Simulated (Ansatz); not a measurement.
## Lattice dynamics of (InSb)1(Sn)3 [001] superlattice, started as zinc blende

The cell of (InSb)1(Sn)3 [001] superlattice, started as zinc blende is at rest. What are its phonons?

Program: Ansatz 0.2.0. Level of theory: DFT PBE, scalar-relativistic, plane waves, PAW. Results are calculated unless marked as measured.

The structure was built from a prototype and need not be the compound's stable phase.

## Step 1: Set-up

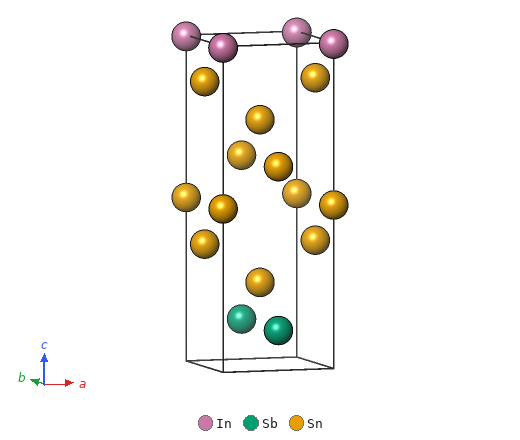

Start, viewed slightly off an axis; indium pink, antimony teal, tin orange. Some periodic images of atoms are drawn too.

## Step 2: Modes at Γ

The cell comes from relaxations at this level that are not shown. The zone centre is the only wavevector solved here; it holds the modes that light can see, as far as symmetry allows. No field response is asked, since the mesh shows no gap.

input.yaml reads:

```yaml
crystal:
  lattice:
    - [3.3512288298, 3.3512288298, 0.0]
    - [-3.3236203915, 3.3236203915, 0.0]
    - [0.0, 0.0, 13.3053257821]
  atoms:
    - { symbol: In, position: [0.0, 0.0, -0.0042939216] }
    - { symbol: Sb, position: [0.5, 0.0, 0.1225172167] }
    - { symbol: Sn, position: [0.5, 0.5, 0.2526105166] }
    - { symbol: Sn, position: [1.0, 0.5, 0.3760326457] }
    - { symbol: Sn, position: [0.0, 0.0, 0.5015649127] }
    - { symbol: Sn, position: [0.5, 0.0, 0.625205497] }
    - { symbol: Sn, position: [0.5, 0.5, 0.7517596695] }
    - { symbol: Sn, position: [1.0, 0.5, 0.8746034635] }
kpoints:
  mp_grid: { grid: [6, 8, 4] }
hamiltonian:
  xc: pbe
scf:
  occupations: { method: methfessel_paxton, width: 0.15 }
output:
  eigenvalues: true
phonons:
  method: dfpt
```

On the command line:

```bash
ansatz run input.yaml --threads 8 --pin off --max-ram 14336MiB --backend cpu --events-out ev --progress --plain --runs-dir out
```

Numbers of over 12 decimals in the logs are rounded to 6 here.

Log:

```text
zone centre: on kpoints.mp_grid the ground state, and the responses unless they are solved on pairs of k-points, stand on 78 of the mesh's 192 k-points, reduced under 2 symmetry operations, with k and −k counted as one. Each operation leaves every solved displacement unchanged or reverses it
Engine: ansatz 0.2.0, aarch64-unknown-linux-gnu
Pseudopotentials: kind: paw
Pseudopotential: In, paw, valence charge 13, recommended cutoff 420 eV (normal), In.paw.azcp
Pseudopotential: Sb, paw, valence charge 15, recommended cutoff 420 eV (normal), Sb.paw.azcp
Pseudopotential: Sn, paw, valence charge 14, recommended cutoff 420 eV (normal), Sn.paw.azcp
Functional definition: PBE
  parameter kappa = 0.804
  parameter beta = 0.066725
  exchange = pbe_x(kappa = kappa, mu = beta*pi^2/3)
  correlation = pbe_c(beta = beta)
Crystal: 8 atoms, lattice volume = 296.395 Å³
Basis set: ecut = 420 eV, 5797 PW (Γ), exchange–correlation on 64×64×180 points (8 copies of the dense FFT grid, shifted against one another)
Bands: 68, of which v1, the nominal top of the filled ones, is band 56 counted from 1 (55 counted from 0)
Symmetry: 4 space group operations
k-points: 78 of 192 (irreducible under 2 space group operations, time reversal used)
Non-local potential: In, projectors of the file, l = 0: 2, l = 1: 2, l = 2: 2, l = 3: 2
Non-local potential: Sb, projectors of the file, l = 0: 2, l = 1: 2, l = 2: 2, l = 3: 2
Non-local potential: Sn, projectors of the file, l = 0: 2, l = 1: 2, l = 2: 2, l = 3: 2
PAW form: soft (Blöchl's): semilocal exchange-correlation on the pseudo side does not see the compensation charge
PAW one-centre angular grid: In, 590 points (default); XC on 64 Gauss nodes
PAW one-centre angular grid: Sb, 590 points (default); XC on 64 Gauss nodes
PAW one-centre angular grid: Sn, 590 points (default); XC on 64 Gauss nodes
Initial density: superposition of atomic densities (neutral atoms: chi_scale 0, normalization atom), corrected by the library's trained network
Initial wavefunctions: pseudopotential atomic-orbital guess
Functional: x = pbe(κ = 0.804, μ = 0.219515), c = pbe(β = 0.066725)
SCF iter   1: F=—  HF=-48227.591889 eV  |F-HF|=—  |Δ(HF+E_count)|=         —  Δρ=1.44e-3  dr2=4.41e-2  ethr=1.77e-3  ⟨swp⟩=6.4  Hψ=20756  notcnv=0
preconditioner: auto → LDOS  [metal: Δε(μ)=0.039 eV  Ē_g=18.098 eV  σ=0.150 eV  W_gap=0.22  n_scr=64 (ndim 8)  ℏωp=21.8 eV  f_vac=0.119  D(μ)=1.37/eV (n_scr^D=2)  β→1.0]
SCF iter   2: F=—  HF=-48227.587445 eV  |F-HF|=—  |Δ(HF+E_count)|=   4.44e-3  S|Δr|=    0.00e0  Δρ=1.12e-3  dr2=3.86e-2  ethr=3.94e-5  ⟨swp⟩=2.1  Hψ=10012  notcnv=0  defer=1
SCF iter   3: F=—  HF=-48227.582556 eV  |F-HF|=—  |Δ(HF+E_count)|=   4.89e-3  S|Δr|=    0.00e0  Δρ=2.32e-4  dr2=9.51e-4  ethr=3.44e-5  ⟨swp⟩=2.0  Hψ=5539  notcnv=0  defer=1
SCF iter   4: F=—  HF=-48227.582570 eV  |F-HF|=—  |Δ(HF+E_count)|=   1.33e-5  S|Δr|=    0.00e0  Δρ=9.28e-5  dr2=5.60e-5  ethr=8.49e-7  ⟨swp⟩=2.0  Hψ=8495  notcnv=0  defer=1
SCF iter   5: F=—  HF=-48227.582568 eV  |F-HF|=—  |Δ(HF+E_count)|=   1.05e-6  S|Δr|=    0.00e0  Δρ=2.44e-5  dr2=2.14e-6  ethr=5.00e-8  ⟨swp⟩=2.0  Hψ=8910  notcnv=0  defer=1
SCF iter   6: F=—  HF=-48227.582622 eV  |F-HF|=—  |Δ(HF+E_count)|=   5.32e-5  S|Δr|=    0.00e0  Δρ=8.60e-6  dr2=5.19e-7  ethr=1.91e-9  ⟨swp⟩=2.0  Hψ=9542  notcnv=0
SCF iter   7: F=—  HF=-48227.582622 eV  |F-HF|=—  |Δ(HF+E_count)|=   1.02e-7  S|Δr|=    0.00e0  Δρ=2.39e-6  dr2=2.55e-8  ethr=4.64e-10  ⟨swp⟩=2.0  Hψ=8917  notcnv=0
SCF iter   8: F=—  HF=-48227.582622 eV  |F-HF|=—  |Δ(HF+E_count)|=   1.08e-8  S|Δr|=    0.00e0  Δρ=8.26e-7  dr2=4.50e-9  ethr=2.28e-11  ⟨swp⟩=2.0  Hψ=9310  notcnv=0
SCF iter   9: F=—  HF=-48227.582622 eV  |F-HF|=—  |Δ(HF+E_count)|=   1.53e-9  S|Δr|=    0.00e0  Δρ=2.70e-7  dr2=5.52e-10  ethr=4.02e-12  ⟨swp⟩=2.0  Hψ=9299  notcnv=0
SCF iter  10: F=—  HF=-48227.582622 eV  |F-HF|=—  |Δ(HF+E_count)|=  7.28e-12  S|Δr|=    0.00e0  Δρ=7.68e-8  dr2=1.90e-11  ethr=1.00e-12  ⟨swp⟩=2.0  Hψ=5541  notcnv=0
SCF iter  11: F=-48227.582622 eV  HF=-48227.582622 eV  |F-HF|=0.00e0  |Δ(HF+E_count)|=  2.91e-11  S|Δr|=    0.00e0  Δρ=2.82e-8  dr2=3.40e-12  ethr=1.00e-12  ⟨swp⟩=12.8  Hψ=29663  notcnv=0
SCF 1 converged in 11 iterations: F = -48227.582622 eV  dr2 = 3.40e-12
  greatest PAW one-centre occupation: 0.995 electrons in one spin orbital (limit 2), on the Sb atom at site 1 (counted from 0), in its partial waves of l = 2
DFPT response loops at Γ: preconditioner auto → Kerker (q_TF=auto, 2.320 Å⁻¹) (partly filled bands, converged f_vac=0.112); β = 1.00, the filter's whole step (`scf.mixing.beta` (0.50) is not read by the response loops under this deck's `scf.mixing.preconditioner`; to damp them name `kerker` or `kerker_dos`, under which they read `scf.mixing.beta`, and type it under 1.00, their step now; both keys bind the ground state too); Broyden in place of MSR1
SCF converged after 11 iterations
Stability not checked: this state was not tested for a lower state beside it, because cold or Methfessel-Paxton smearing, or corrected tetrahedra, fill the levels in a way that the test cannot read (fill_not_monotonic; see scf.lower_state_search)
Free energy (F): -48227.582622 eV
Harris-Foulkes:  -48227.582622 eV  (|F-HF|=0.00e0)
Internal energy: -48227.581855 eV  (E = F + TS)
E sigma→0 (E₀):  -48227.582430 eV
Entropy (-TS):   -0.000767 eV (-0.096 meV/atom)
Fermi energy:    6.789065 eV
--- Per-component energies (eV) ---
  E_band       = -1100.924735
  E_kinetic    = 1567.376982
  E_local      = -10509.046356  (includes V_loc(G=0)·N_el)
  E_nonlocal   = 536.417201
  E_hartree    = 5505.385274
  E_xc         = -2643.678032
  E_vxc        = -765.149852  (∫ρ·V_xc dr)
  E_paw        = -33555.079511  (= ΣΔE_a)
  E_vpaw       = -2941.293266  (= ΣTr[D̂ρ^β])
  E_aug_tail   = 0.000021  (compensation charges beyond the density's cutoff)
  E_ewald      = -9128.957434
  E_smearing   = -0.000767  (= −TS)
  E_closure    = 0.000000  (closes the sum)
  Σ components = -48227.582622   (vs F -48227.582622, Δ=0.00e0)
--- Band table (eV; the first three rows and the last of 78) ---
  k-point 0: bands = [... 52 lower, 5.6533, 5.6560, 6.7082, 6.7500, 7.1248, 7.5512, 7.6511, 7.8772, ... 8 higher]
  k-point 1: bands = [... 52 lower, 5.7143, 5.8252, 6.5685, 6.9472, 7.0844, 7.5116, 7.6521, 7.9401, ... 8 higher]
  k-point 2: bands = [... 52 lower, 6.0087, 6.0664, 6.2481, 6.7481, 7.3497, 7.4400, 7.8595, 7.9856, ... 8 higher]
  k-point 77: bands = [... 52 lower, 4.3256, 4.4020, 4.6033, 4.7755, 8.0573, 8.2814, 8.4853, 8.4859, ... 8 higher]
--- Phonons (Γ-DFPT): 16 representative perturbations + reference, on 78 of 192 k-points (Σ response iterations 49) ---
  k mesh reduced under 2 symmetry operations, with k and −k counted as one. Each operation leaves every solved displacement unchanged or reverses it
  ASR residual: 2.046e-4 → 0.000e0 eV/Å²; symmetrization residual: 1.456e-4 eV/Å²
  ASR residual per site (eV/Å²): 1.38e-4 2.05e-4 1.38e-4 1.53e-4 1.65e-4 1.15e-4 3.43e-5 1.21e-4
  Γ frequencies (cm⁻¹): 0.00 0.00 0.00 31.67 32.85 34.25 36.04 36.68 39.96 72.53 77.94 131.72 134.96 146.29 150.73 157.83 163.04 166.55 167.12 168.08 168.50 171.54 173.02 175.57
  non-analytic LO–TO correction: not included (Born effective charges unavailable; polar crystals: no LO–TO splitting at Γ)
```

Wall time 6.4 min (8 threads of Arm Neoverse V2, shared host); peak memory 5.4 GiB.

Numbers from this step:

| Property | Result |
| --- | --- |
| volume per atom | 37.05 Å³ |
| gap on the k-mesh | 0 eV |
| sum-rule residual before enforcement | 2.05e-4 eV/Å² |
| point group | mm2 |
| highest optical mode at the zone centre (no LO-TO term) | 175.6 cm⁻¹ |
| lowest optical zone-centre mode | 31.67 cm⁻¹ |

Patterns of degenerate modes are one choice out of their space. The modes at Γ (shares of kinetic energy by element, %):

| mode | frequency (cm⁻¹) | symmetry | In % | Sb % | Sn % |
| --- | --- | --- | --- | --- | --- |
| 1 | 0.0 | acoustic | 12 | 13 | 75 |
| 2 | 0.0 | acoustic | 12 | 13 | 75 |
| 3 | 0.0 | acoustic | 12 | 13 | 75 |
| 4 | 31.7 | B2 | 25 | 18 | 57 |
| 5 | 32.9 | B1 | 38 | 1 | 61 |
| 6 | 34.2 | B2 | 16 | 15 | 68 |
| 7 | 36.0 | B2 | 1 | 0 | 99 |
| 8 | 36.7 | B1 | 0 | 8 | 92 |
| 9 | 40.0 | B1 | 1 | 27 | 72 |
| 10 | 72.5 | A1 | 4 | 23 | 73 |
| 11 | 77.9 | A1 | 24 | 4 | 71 |
| 12 | 131.7 | A1 | 42 | 0 | 58 |
| 13 | 135.0 | A1 | 4 | 24 | 72 |
| 14 | 146.3 | B2 | 44 | 50 | 5 |
| 15 | 150.7 | B1 | 0 | 51 | 49 |
| 16 | 157.8 | A1 | 14 | 19 | 68 |
| 17 | 163.0 | B1 | 6 | 0 | 94 |
| 18 | 166.6 | B1 | 31 | 0 | 69 |
| 19 | 167.1 | B2 | 0 | 0 | 100 |
| 20 | 168.1 | A1 | 1 | 10 | 90 |
| 21 | 168.5 | B2 | 0 | 1 | 99 |
| 22 | 171.5 | B1 | 12 | 0 | 88 |
| 23 | 173.0 | A1 | 0 | 7 | 93 |
| 24 | 175.6 | B2 | 2 | 3 | 96 |

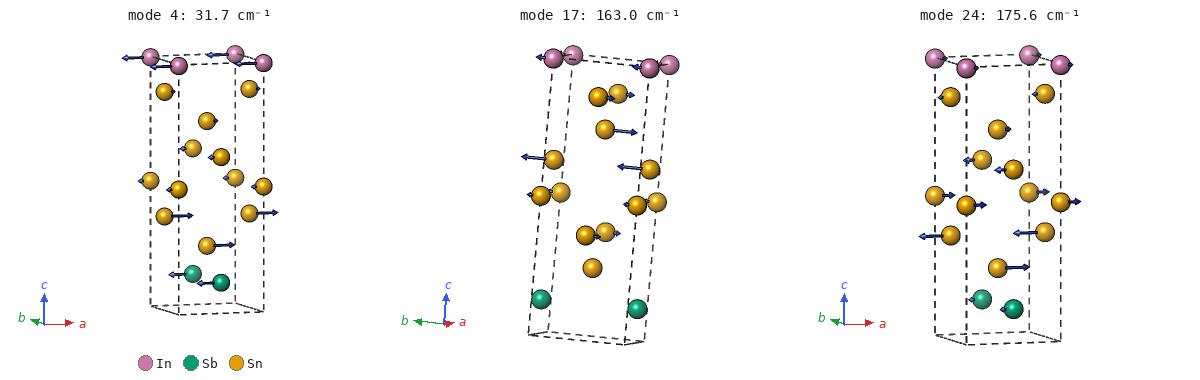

Displacement patterns of modes 4, 17 and 24 at Γ; arrows are exaggerated. Some periodic images of atoms are drawn too.

Before it was imposed, the acoustic sum rule was missed by 2.0e-4 eV/Å². Small misses are needed for a sound result but don't prove that mesh and cutoff are converged. The lowest optical mode is real, 31.7 cm⁻¹.

## Step 3: Isotope substitution, element In, natural mass 114.818 amu

An isotope changes the mass and not the force constants, so no new electronic calculation is needed; the shifts show which modes move this element.

The same force constants with the mass of In changed from 114.818 to 112.904 u (phonopy, no LO-TO term). Both lists are sorted by frequency; levels can cross, so a row need not hold one and the same mode. Modes under 3 cm⁻¹ are left out. Isotope shifts, by row:

| q | rank | natural mass (cm⁻¹) | changed mass (cm⁻¹) |
| --- | --- | --- | --- |
| 0 0 0 | 4 | 31.67 | 31.74 |
| 0 0 0 | 5 | 32.85 | 32.95 |
| 0 0 0 | 6 | 34.25 | 34.29 |
| 0 0 0 | 7 | 36.04 | 36.04 |
| 0 0 0 | 8 | 36.68 | 36.69 |
| 0 0 0 | 9 | 39.96 | 39.96 |
| 0 0 0 | 10 | 72.53 | 72.55 |
| 0 0 0 | 11 | 77.94 | 78.1 |
| 0 0 0 | 12 | 131.7 | 132.2 |
| 0 0 0 | 13 | 135 | 135 |
| 0 0 0 | 14 | 146.3 | 146.8 |
| 0 0 0 | 15 | 150.7 | 150.7 |
| 0 0 0 | 16 | 157.8 | 158 |
| 0 0 0 | 17 | 163 | 163.1 |
| 0 0 0 | 18 | 166.6 | 167 |
| 0 0 0 | 19 | 167.1 | 167.1 |
| 0 0 0 | 20 | 168.1 | 168.1 |
| 0 0 0 | 21 | 168.5 | 168.5 |
| 0 0 0 | 22 | 171.5 | 171.7 |
| 0 0 0 | 23 | 173 | 173 |
| 0 0 0 | 24 | 175.6 | 175.6 |

A mode of this element alone would shift by +0.84 %. The highest zone-centre frequency without the field goes from 175.6 to 175.6 cm⁻¹ (+0.0 %). The product of the frequency ratios over all optical modes at Γ is 1.022; the product rule, (m/m′)^(3k/2) (M′/M)^(3/2) with k = 1 such atoms and M the mass of the cell, gives 1.022.

## Step 4: Another isotope, element Sb, natural mass 121.76 amu

The same for Sb, from 121.76 to 122.90 u.

A mode of this element alone would shift by -0.47 %. The highest zone-centre frequency without the field goes from 175.6 to 175.6 cm⁻¹ (-0.0 %). The product of the frequency ratios over all optical modes at Γ is 0.988; the product rule, (m/m′)^(3k/2) (M′/M)^(3/2) with k = 1 such atoms and M the mass of the cell, gives 0.988.

## Step 5: Isotope substitution, element Sn, natural mass 118.71 amu

The same for Sn, from 118.71 to 123.91 u.

The same force constants with the mass of Sn changed from 118.710 to 123.905 u (phonopy, no LO-TO term). Both lists are sorted by frequency; levels can cross, so a row need not hold one and the same mode. Modes under 3 cm⁻¹ are left out. Isotope shifts, by row:

| q | rank | natural mass (cm⁻¹) | changed mass (cm⁻¹) |
| --- | --- | --- | --- |
| 0 0 0 | 4 | 31.67 | 31.26 |
| 0 0 0 | 5 | 32.85 | 32.42 |
| 0 0 0 | 6 | 34.25 | 33.78 |
| 0 0 0 | 7 | 36.04 | 35.28 |
| 0 0 0 | 8 | 36.68 | 35.97 |
| 0 0 0 | 9 | 39.96 | 39.35 |
| 0 0 0 | 10 | 72.53 | 71.38 |
| 0 0 0 | 11 | 77.94 | 76.77 |
| 0 0 0 | 12 | 131.7 | 130 |
| 0 0 0 | 13 | 135 | 132.9 |
| 0 0 0 | 14 | 146.3 | 146.1 |
| 0 0 0 | 15 | 150.7 | 149.2 |
| 0 0 0 | 16 | 157.8 | 155.6 |
| 0 0 0 | 17 | 163 | 159.8 |
| 0 0 0 | 18 | 166.6 | 163.6 |
| 0 0 0 | 19 | 167.1 | 164.1 |
| 0 0 0 | 20 | 168.1 | 164.9 |
| 0 0 0 | 21 | 168.5 | 165 |
| 0 0 0 | 22 | 171.5 | 168.5 |
| 0 0 0 | 23 | 173 | 169.7 |
| 0 0 0 | 24 | 175.6 | 172 |

A mode of this element alone would shift by -2.12 %. The highest zone-centre frequency without the field goes from 175.6 to 172.0 cm⁻¹ (-2.0 %). The product of the frequency ratios over all optical modes at Γ is 0.714; the product rule, (m/m′)^(3k/2) (M′/M)^(3/2) with k = 6 such atoms and M the mass of the cell, gives 0.714.

## Step 6: Summary of results

```json
{
 "space group (within 0.01 Å)": "Pmm2",
 "volume per atom": "37.0 Å³",
 "electronic character": "no gap on this mesh",
 "highest optical mode at the zone centre (no LO-TO term)": "176 cm⁻¹",
 "lowest optical zone-centre mode": "31.7 cm⁻¹",
 "imaginary modes at Γ (the only wavevector solved)": "none"
}
```

What this shows: The structure is stable against zone-centre distortions, since no mode there is imaginary; other wavevectors were not solved, so zone-boundary instabilities are untested. The optical modes at Γ span 32 to 176 cm⁻¹. No dispersion was computed. The highest mode in this list at Γ, 175.6 cm⁻¹, is mostly motion of Sn (96 % of the kinetic energy). With no gap, or one that is small against the smearing, the frequencies hang on the k mesh and the smearing, most of all near Kohn anomalies. Spin-orbit coupling is left out, which can matter for the heavy elements here. The starting cell was built on a prototype and not taken from a measurement, so the phase need not exist. These are harmonic frequencies at zero temperature: anharmonic shifts, linewidths and thermal expansion are left out.

[Logs are printed without paths, hosts, clocks, repeated set-up lines and the standing remarks that a program may print on its own settings, such as how far it seeks lower states.]

[Hosts, paths, dates, database ids (printed as entryN), source tags and the programs' standing remarks are cut or masked in the printed files.]
